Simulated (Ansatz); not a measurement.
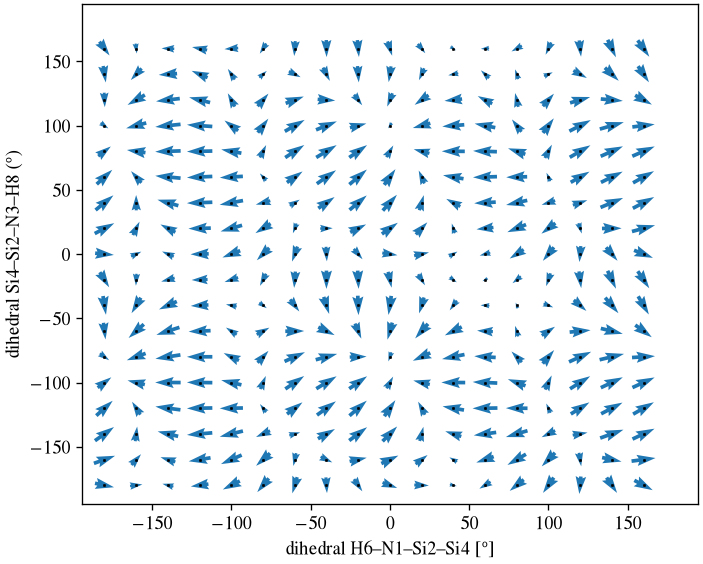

ClH7N2Si2, SMILES N[Si](N)([SiH3])Cl. Coordinates scanned: (1) dihedral H6–N1–Si2–Si4; (2) dihedral Si4–Si2–N3–H8. Nothing is relaxed (all other coordinates rigid). The scan uses an 18 × 18 grid. Points are written as (first, second). Theory: Ansatz 0.2.0, RHF/def2-SVP.

In the figure: dots at the grid points, arrows along the force (downhill), their lengths compressed.

The arrows alone are given. Where are the wells?

The arrows converge at about (−175°, −90°); about (−175°, 95°) (0.32 kcal/mol up); about (0°, −85°) (2.0 kcal/mol up); about (0°, 95°) (2.4 kcal/mol up) (read from the interpolated surface).

The energy map of the same scan:

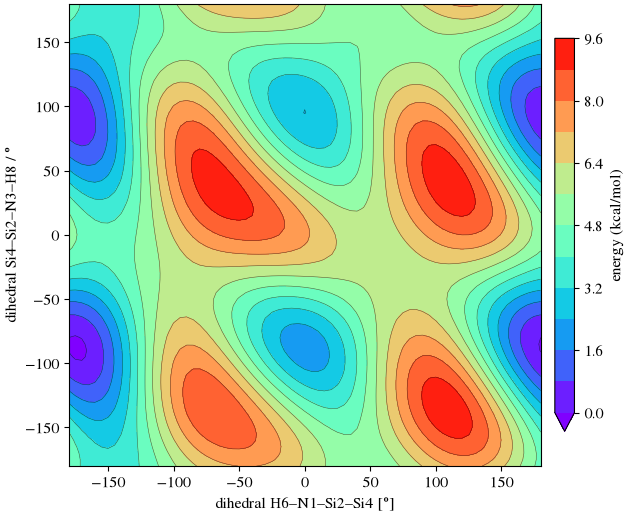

Energies are in kcal/mol, from the lowest grid point; between grid points the surface is interpolated.
